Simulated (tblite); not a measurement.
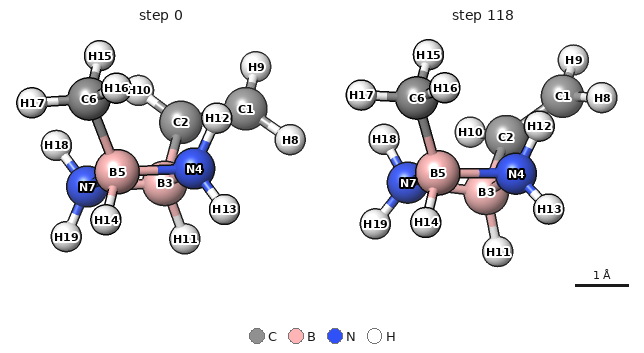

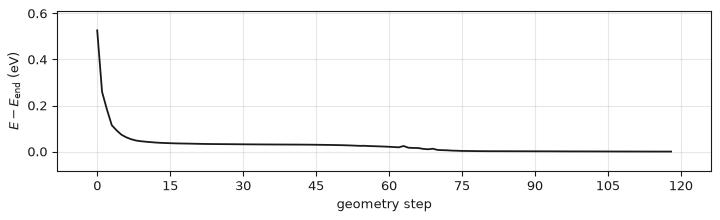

First and last geometry of a relaxation of C$_{3}$H$_{12}$B$_{2}$N$_{2}$, with the history of the run. Style: ball-and-stick. Shown from a free direction.

Method: tblite, GFN2-xTB geometry optimisation, gas phase. 

Question: Read the history and describe the run.

Answer: It converged. After 118 geometry steps the energy has fallen by 0.527 eV. H10 moves most after the best rigid fit: 1.04 Å. Largest moves by element: H 1.04 Å, C 0.33 Å, B 0.20 Å, N 0.12 Å. Near-neighbour distances that change, for instance: B3–N4 1.527 → 1.582 Å, B3–N7 1.536 → 1.591 Å, N4–H12 1.061 → 1.013 Å, B5–N7 1.551 → 1.592 Å. Bond angles that change, for instance: H18–N7–H19 116.4° → 108.1°, H12–N4–H13 114.5° → 108.2°, C1–C2–B3 121.3° → 127.1°. Groups turn about C2–B3 by about 45°. Cost: 1.1 s on 1 thread of Arm Neoverse N1, on a shared host.
